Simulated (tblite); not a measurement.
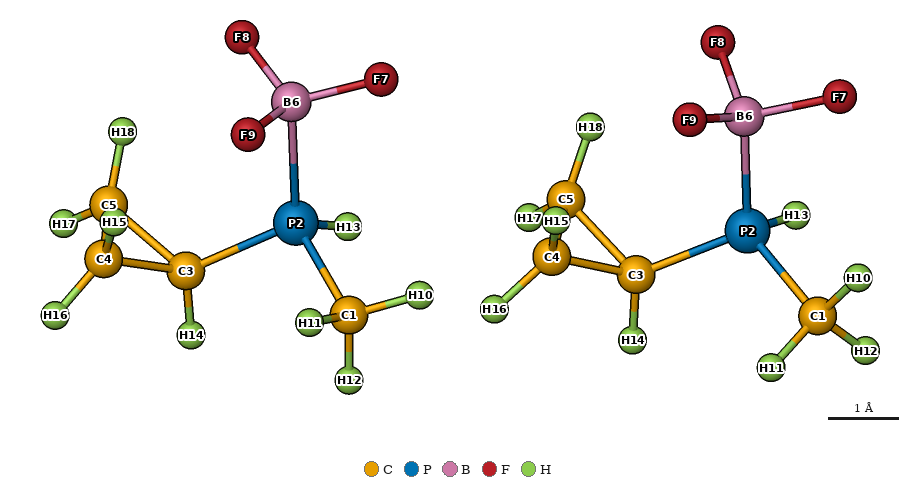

Two geometries of C4H9BF3P, drawn at one scale. One is the start of a relaxation, the other its converged end. Style: ball-and-stick. Shown at a tilt.

Computed with tblite, GFN2-xTB geometry optimisation, gas phase. 

**Which one is relaxed?**

The left one is the relaxed one. After 121 geometry steps the energy has fallen by 76.1 kJ/mol. H12 moves most after the best rigid fit: 0.98 Å. By element the largest moves are H 0.98 Å, F 0.52 Å, B 0.30 Å, C 0.20 Å, P 0.15 Å. Some distances before and after: P2–B6 1.883 → 2.111 Å, B6–F7 1.471 → 1.352 Å, B6–F8 1.440 → 1.350 Å, B6–F9 1.448 → 1.361 Å. Among the angles between lasting bonds that change: B6–P2–H13 106.5° → 121.4°, P2–B6–F9 113.0° → 100.7°, F7–B6–F8 106.1° → 114.5°. Groups turn about C1–P2 by about 45°.
